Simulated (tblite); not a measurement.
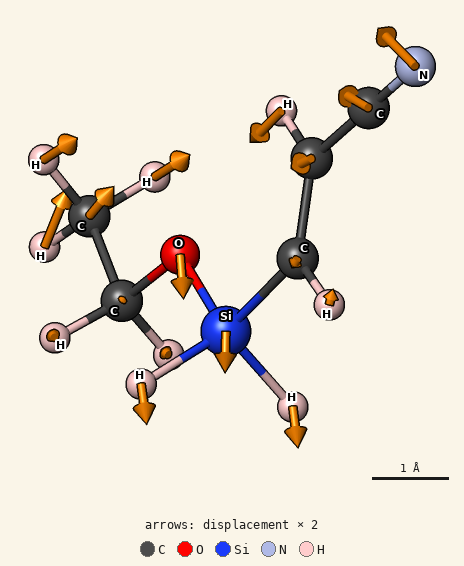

This is a relaxation of C5H9NOSi. The starting structure is drawn; orange arrows show the displacements, magnified 2 times. The two geometries are superimposed by the best rigid fit.

The picture is a ball-and-stick view, seen from a free direction.

Level of theory: tblite, GFN2-xTB geometry optimisation, gas phase. 

Describe the change and its energy.

After 64 geometry steps the energy has fallen by 4.76 kcal/mol. The N atom moves most after the best rigid fit: 0.57 Å. Largest moves by element: N 0.57 Å, H 0.46 Å, C 0.41 Å, O 0.32 Å, Si 0.29 Å. Among the contacts that change: O–Si 1.670 → 1.616 Å, C–Si 1.836 → 1.878 Å, C–O 1.441 → 1.401 Å, C–C 1.427 → 1.407 Å. Among the angles between lasting bonds that change: C–O–Si 117.3° → 130.0°, O–Si–C 110.5° → 102.4°, Si–C–H 113.3° → 116.8°.
